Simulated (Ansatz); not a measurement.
# C$_{5}$H$_{8}$ClNSi (SMILES Cc1cccn1[SiH2]Cl): what the fields show

| atom | x (Å) | y (Å) | z (Å) |
| --- | --- | --- | --- |
| C | -0.8225 | -0.0407 | 0.9476 |
| C | -1.4144 | 0.8826 | -0.0627 |
| C | -2.6896 | 1.4011 | -0.1623 |
| C | -2.7354 | 2.2461 | -1.3132 |
| C | -1.4859 | 2.2235 | -1.8848 |
| Cl | 2.2096 | 2.1309 | -0.0561 |
| N | -0.6653 | 1.3840 | -1.1299 |
| Si | 1.0422 | 1.1247 | -1.4405 |
| H | 0.0686 | 0.3924 | 1.4350 |
| H | -1.5611 | -0.2505 | 1.7333 |
| H | -0.5215 | -1.0086 | 0.5093 |
| H | -3.5069 | 1.1895 | 0.5271 |
| H | -3.5940 | 2.8068 | -1.6807 |
| H | -1.0997 | 2.7280 | -2.7696 |
| H | 1.3687 | -0.3166 | -1.3230 |
| H | 1.3073 | 1.6723 | -2.7917 |

Geometry: r2SCAN-D4/def2-SVP.

Method: Ansatz, isolated molecule in a Gaussian basis; Kohn-Sham density functional theory, functional PBE0.

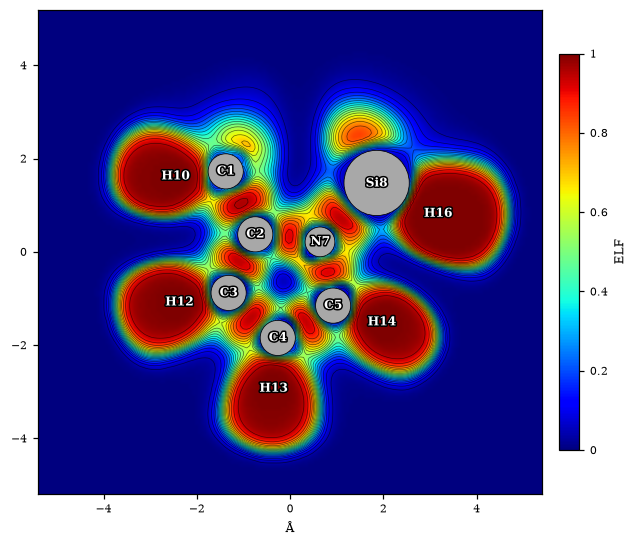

Figure 1. ELF on the plane of atoms C3, C2 and N7. Grey discs cover the atomic cores.

> Interpret the plot.

Atoms in the plane: C, N, Si and H. C–C (1.37 Å): the ELF peaks at about 0.95 between the atoms (a covalent bond). C–N (1.40 Å): the ELF peaks at about 0.90 between the atoms; a covalent bond. Si–N (1.75 Å): the ELF peaks at about 0.95 between the atoms (a polar covalent bond). C–H (1.09 Å): the ELF climbs to about 1 towards the hydrogen, as it does in any bond to H (an ordinary covalent bond to hydrogen). C–C (1.43 Å): the ELF peaks at about 0.95 between the atoms: localised, covalent bonding.

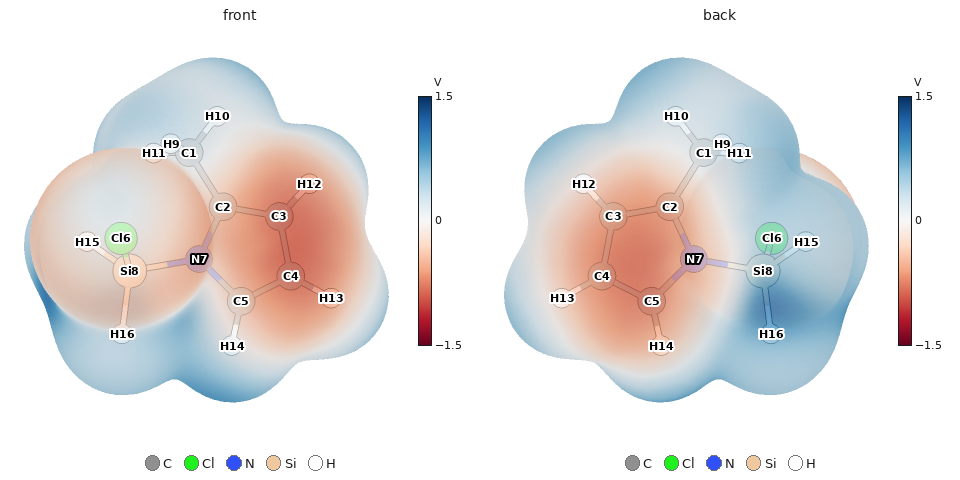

Figure 2. The molecular electrostatic potential painted on the density surface at 0.001 e/bohr³, seen from the front and from behind; the colour scale runs from red (negative) to blue (positive).

> Which sites attract a positive test charge, and which a negative one?

A positive charge is drawn to the negative regions and a negative charge to the positive ones. The most negative region (about −0.9 V, or −21 kcal/mol for a unit charge) lies over the π face of C3, C4 and C5, the most positive (about +1.0 V, or +23 kcal/mol for a unit charge) over Si8.

> How polar is the molecule by this calculation?

Its dipole moment is 1.24 D.

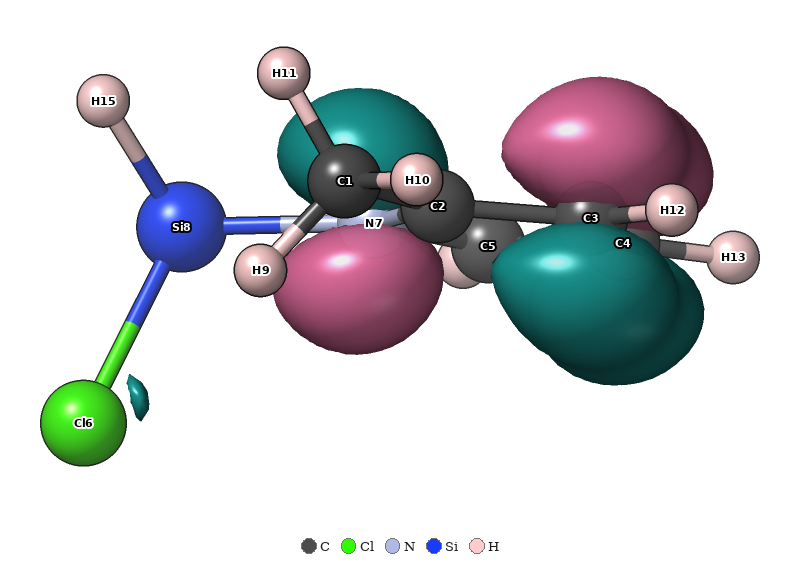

Figure 3. The HOMO−1 at ±0.15 Å⁻³ᐟ² (teal and pink are the two phases), seen from one side.

> Describe this orbital and give its energy.

It lies mainly on C4 (about 25 %), C3 (about 25 %) and N7 (about 25 %). Its energy is −7.33 eV.
